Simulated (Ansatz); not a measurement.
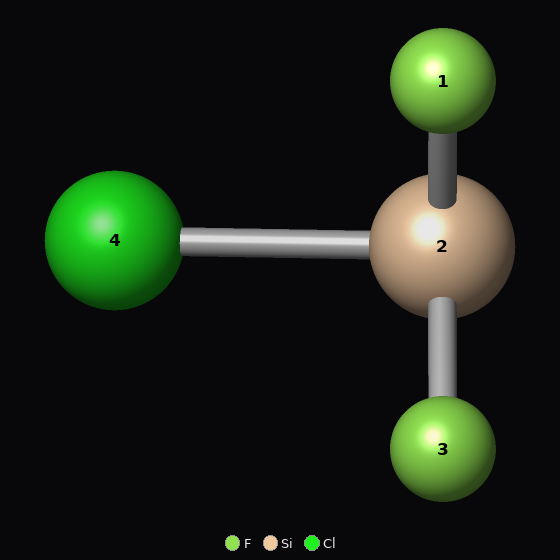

Atoms carry their numbers in the input. The species has charge −1 and is a spin singlet. The geometry was computed by an optimisation with PBE-D4/def2-SVPD. No frequency run is at hand to confirm it as a minimum.

Estimate the angles F1–Si2–F3, F1–Si2–Cl4.

| angle | degrees |
| --- | --- |
| F1–Si2–F3 | 96.8 |
| F1–Si2–Cl4 | 96.2 |
